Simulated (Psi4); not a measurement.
# UM06-L/def2-TZVP run of GeH3O (SMILES [O][GeH3])

What is the vertical ionisation energy of GeH3O at UM06-L/def2-TZVP? 

The results are computed with Psi4 1.11.

1 further run of the same task is left out (it didn't finish).

## Step 1: The structure to begin with

The species is GeH3O (5 atoms), meant as a doublet with charge 0. SMILES: `[O][GeH3]`. The coordinates come from a PBE0-D4/def2-TZVP relaxation.

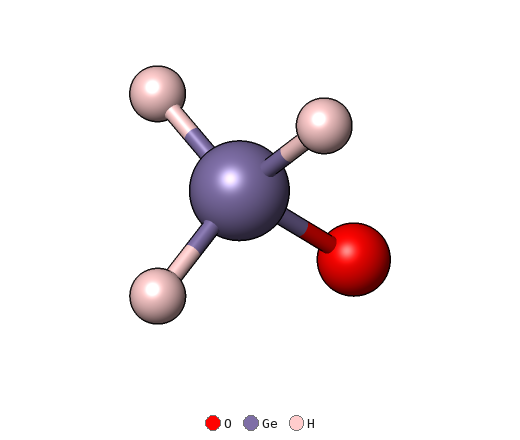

The structure, seen from a chosen angle (oxygen red, germanium purple, hydrogen pink).

## Step 2: Energy and gradient at UM06-L/def2-TZVP

Contents of input.dat:

```
memory 2200 MB

molecule molecule1 {
  0 2
  O
  Ge 1 1.794514
  H 2 1.536205 1 109.65341
  H 2 1.536228 3 111.52875 1 121.65505
  H 2 1.537207 3 111.61489 4 125.60154
  units angstrom
  symmetry c1
}

set reference uks
set puream true
set e_convergence 1e-09
set d_convergence 1e-08
set scf_type pk
set dft_radial_points 99
set dft_spherical_points 590
set maxiter 100

result, w = gradient("m06-l/def2-TZVP", return_wfn=True)
oeprop(w, "MULLIKEN_CHARGES", "DIPOLE", "LOWDIN_CHARGES")
```

Started as:

```bash
psi4 -n 1 input.dat output.dat
```

output.dat, shortened:

```text
[...]
  Running in c1 symmetry.
[...]
  Nuclear repulsion =  113.909896385296889
[...]
  Multiplicity = 2
[...]
  Nalpha       = 22
  Nbeta        = 21
[...]
    Number of basis functions: 97
[...]
   @UKS iter   1: -2152.25517926143584   -1.67746e+00   3.25199e-02 ADIIS/DIIS
[...]
   @UKS iter  19: -2153.92187278547362   -8.32188e-11   8.08323e-09 DIIS
[...]
   @S^2 Observed:                7.563840272E-01
[...]
    Orbital Energies [Eh]
    ---------------------
    Alpha Occupied:
       1A   -398.074565     2A    -49.674601     3A    -44.094979
       4A    -44.094159     5A    -44.093863     6A    -19.008371
       7A     -6.231593     8A     -4.355282     9A     -4.352637
      10A     -4.351772    11A     -1.149291    12A     -1.143312
      13A     -1.141544    14A     -1.140467    15A     -1.140079
      16A     -0.942685    17A     -0.523780    18A     -0.380137
      19A     -0.349952    20A     -0.345810    21A     -0.316926
      22A     -0.279489
    Alpha Virtual:
      23A     -0.000244    24A      0.025385    25A      0.053787
[...]
  @UKS Final Energy: -2153.92187278547362
   => Energetics <=
    Nuclear Repulsion Energy =            113.9098963852968893
    One-Electron Energy =               -3227.3287292649110896
    Two-Electron Energy =                1048.2173605044331453
    DFT Exchange-Correlation Energy =     -88.7204004102925694
    Empirical Dispersion Energy =           0.0000000000000000
    VV10 Nonlocal Energy =                  0.0000000000000000
    Total Energy =                      -2153.9218727854736244
[...]
  -Total Gradient:
     Atom            X                  Y                   Z
    ------   -----------------  -----------------  -----------------
       1       -0.000028634534    -0.000014998799     0.003381965968
       2        0.000034983733     0.000007451960    -0.001923948770
       3        0.000011360082     0.000882427202    -0.000466904295
       4        0.000744424449    -0.000461078414    -0.000466454298
       5       -0.000775336265    -0.000419327149    -0.000299975488
[...]
 Multipole Moments:
 ------------------------------------------------------------------------------------
     Multipole            Electronic (a.u.)      Nuclear  (a.u.)        Total (a.u.)
 ------------------------------------------------------------------------------------
 L = 1.  Multiply by 2.5417464519 to convert [e a0] to [Debye]
 Dipole X            :         -0.1022053            0.1024213            0.0002160
 Dipole Y            :         -0.0559430            0.0559965            0.0000535
 Dipole Z            :          1.4566445           -0.6587424            0.7979021
 Magnitude           :                                                    0.7979021
[...]
  Mulliken Charges: (a.u.)
   Center  Symbol    Alpha    Beta     Spin     Total
       1     O     4.68263  3.70871  0.97392 -0.39134
       2    GE    15.74584 15.79416 -0.04832  0.46001
       3     H     0.51843  0.51014  0.00829 -0.02857
       4     H     0.51843  0.51015  0.00828 -0.02859
       5     H     0.53467  0.47684  0.05783 -0.01151
   Total alpha = 22.00000, Total beta = 21.00000, Total charge = -0.00000
  Lowdin Charges: (a.u.)
   Center  Symbol    Alpha    Beta     Spin     Total
       1     O     4.54977  3.62342  0.92635 -0.17319
[...]
```

Wall time 43 s (1 thread of Intel Xeon 6975P-C (Granite Rapids), shared host); peak memory 1.2 GiB.

## Step 3: The singlet cation: a single-point energy at M06-L/def2-TZVP

Contents of calc.py:

```python
import psi4

psi4.set_memory(2200000000)
psi4.set_num_threads(1)
psi4.set_output_file('output.dat', False)

mol = psi4.geometry("""
1 1
O     -1.443900     0.418600     0.777300
Ge     0.072300    -0.056300    -0.056900
H     -0.162200    -0.091200    -1.574700
H      0.548000    -1.418100     0.471500
H      1.035700     1.073400     0.341400
symmetry c1
no_reorient
no_com
""")

psi4.set_options({
    'basis': 'def2-TZVP',
    'puream': True,
    'e_convergence': 1e-09,
    'd_convergence': 1e-06,
    'scf_type': 'pk',
    'dft_radial_points': 99,
    'dft_spherical_points': 590,
    'level_shift': 0.3,
    'level_shift_cutoff': 1e-09,
    'maxiter': 150,
})

e_tot, wfn = psi4.energy('m06-l', molecule=mol, return_wfn=True)
psi4.oeprop(wfn, 'MAYER_INDICES', 'MULLIKEN_CHARGES', 'QUADRUPOLE')
print(f'total energy {e_tot:.8f} hartree = {e_tot * 27.211386:.5f} eV')
for k, v in sorted(psi4.core.scalar_variables().items()):
    print(f'{k:45s} {v:18.10f}')
```

Started as:

```bash
python calc.py
```

output.dat, shortened:

```text
[...]
  Running in c1 symmetry.
[...]
  Nuclear repulsion =  113.909881399441815
[...]
  Multiplicity = 1
[...]
  Nalpha       = 21
  Nbeta        = 21
[...]
    Number of basis functions: 97
[...]
   @RKS iter   1: -2151.80292485627297   -1.22520e+00   3.25661e-02 DIIS/ADIIS/SHIFT
[...]
   @RKS iter  33: -2153.46849864297883   -6.97128e-10   2.76036e-07 DIIS/SHIFT
[...]
  @RKS Final Energy: -2153.46849864297883
   => Energetics <=
    Nuclear Repulsion Energy =            113.9098813994418151
    One-Electron Energy =               -3214.8762950666250617
    Two-Electron Energy =                1035.8203652486154169
    DFT Exchange-Correlation Energy =     -88.3224502244110710
    Empirical Dispersion Energy =           0.0000000000000000
    VV10 Nonlocal Energy =                  0.0000000000000000
    Total Energy =                      -2153.4684986429788296
[...]
 Multipole Moments:
 ------------------------------------------------------------------------------------
     Multipole            Electronic (a.u.)      Nuclear  (a.u.)        Total (a.u.)
 ------------------------------------------------------------------------------------
 L = 1.  Multiply by 2.5417464519 to convert [e a0] to [Debye]
 Dipole X            :         15.2203990          -14.7702884            0.4501107
 Dipole Y            :         -2.0093982            2.1000526            0.0906545
 Dipole Z            :         -6.9588582            6.8706662           -0.0881919
 Magnitude           :                                                    0.4675421
 L = 2.  Multiply by 1.3450342976 to convert [e a0^2] to [Debye ang]
 Quadrupole XX       :        -79.1569081           65.1552859          -14.0016223
 Quadrupole XY       :         17.5157841          -16.4847273            1.0310569
[...]
  Mulliken Charges: (a.u.)
   Center  Symbol    Alpha    Beta     Spin     Total
       1     O     4.02698  4.02698  0.00000 -0.05397
       2    GE    15.73789 15.73789  0.00000  0.52422
       3     H     0.42970  0.42970  0.00000  0.14060
       4     H     0.42966  0.42966  0.00000  0.14068
       5     H     0.37576  0.37576  0.00000  0.24847
   Total alpha = 21.00000, Total beta = 21.00000, Total charge =  1.00000
  Mayer Bond Indices:
[...]
```

The script printed:

```text
total energy -2153.46849864 hartree = -58598.86256 eV
CURRENT ENERGY                                  -2153.4684986430
CURRENT REFERENCE ENERGY                        -2153.4684986430
DD SOLVATION ENERGY                                 0.0000000000
DFT FUNCTIONAL TOTAL ENERGY                     -2153.4684986430
DFT TOTAL ENERGY                                -2153.4684986430
DFT VV10 ENERGY                                     0.0000000000
DFT XC ENERGY                                     -88.3224502244
GRID ELECTRONS ALPHA                               20.9999999696
GRID ELECTRONS BETA                                20.9999999696
GRID ELECTRONS TOTAL                               41.9999999392
NUCLEAR REPULSION ENERGY                          113.9098813994
ONE-ELECTRON ENERGY                             -3214.8762950666
PCM POLARIZATION ENERGY                             0.0000000000
PE ENERGY                                           0.0000000000
SCF ITERATION ENERGY                            -2153.4684986430
SCF ITERATIONS                                     33.0000000000
SCF TOTAL ENERGY                                -2153.4684986430
TWO-ELECTRON ENERGY                              1035.8203652486
XC GRID RADIAL POINTS                              99.0000000000
XC GRID SPHERICAL POINTS                          590.0000000000
XC GRID TOTAL POINTS                           278569.0000000000
```

Wall time 39 s (1 thread of Intel Xeon 6975P-C (Granite Rapids), shared host); peak memory 1.2 GiB.

## Step 4: Outcome

At UM06-L/def2-TZVP:

| quantity | value |
| --- | --- |
| doublet GeH3O: total energy | -2153.92187 Eh |
| doublet GeH3O: dipole moment | 2.03 D |
| doublet GeH3O: HOMO energy (highest over α and β) | -6.85 eV |
| doublet GeH3O: LUMO energy (lowest over α and β) | -5.01 eV |
| doublet GeH3O: ⟨S²⟩ | 0.756 |
| doublet GeH3O: largest force on an atom | 0.174 eV/Å |
| singlet cation: total energy | -2153.46850 Eh |
| singlet cation: HOMO energy | -14.98 eV |
| vertical ionisation energy (to the singlet cation) | 12.337 eV |

Removing an electron at fixed nuclei costs 12.34 eV (284 kcal/mol). Only the singlet of the ionised species was computed; a triplet could lie lower. Mulliken charges (singlet cation) run from -0.05 on O1 to +0.52 on Ge2; they depend strongly on the basis.
